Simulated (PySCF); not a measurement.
# C4H7NSi2: the cost of one run

Programs: PySCF 2.14.0, with routines of our own; each step states its level. All values are computed. Atoms count from 0.

## 1. The system as given

14 atoms, charge 0, multiplicity 1; geometry from: GFN2-xTB.

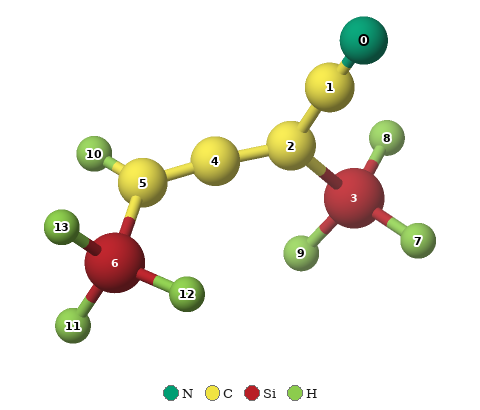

The starting geometry (nitrogen teal, carbon yellow, silicon red, hydrogen green).

## 2. Geometry optimisation at PBE0-D3(BJ)/def2-SVP

Job settings and geometry (Å):

```
{"job": {"xc": "PBE0", "basis": "def2-SVP", "d3": "d3bj", "grid": 2, "kind": "geom"}, "charge": 0, "multiplicity": 1}
N      1.312484     3.126588     0.869403
C      1.146717     2.052152     0.500076
C      0.992125     0.724901     0.076187
Si     2.423824    -0.456365     0.478983
C     -0.082898     0.350052    -0.570844
C     -1.166087    -0.085311    -1.118428
Si    -2.633589    -0.736108    -0.117425
H      2.552573    -0.535575     1.934689
H      3.643858     0.085932    -0.119181
H      2.069853    -1.753288    -0.096385
H     -1.277060    -0.072058    -2.193473
H     -2.861784    -2.124923    -0.526601
H     -2.319985    -0.661918     1.306786
H     -3.800708     0.085449    -0.445952
```

Launch:

```sh
$ OMP_NUM_THREADS=1 python excited_run.py task.json out
```

This one command runs all jobs of the session in turn.

Q: Estimate the wall time and peak memory of this first job on 1 thread of Arm Neoverse V1, shared host.

About 36 s, with a peak of 0.71 GiB.
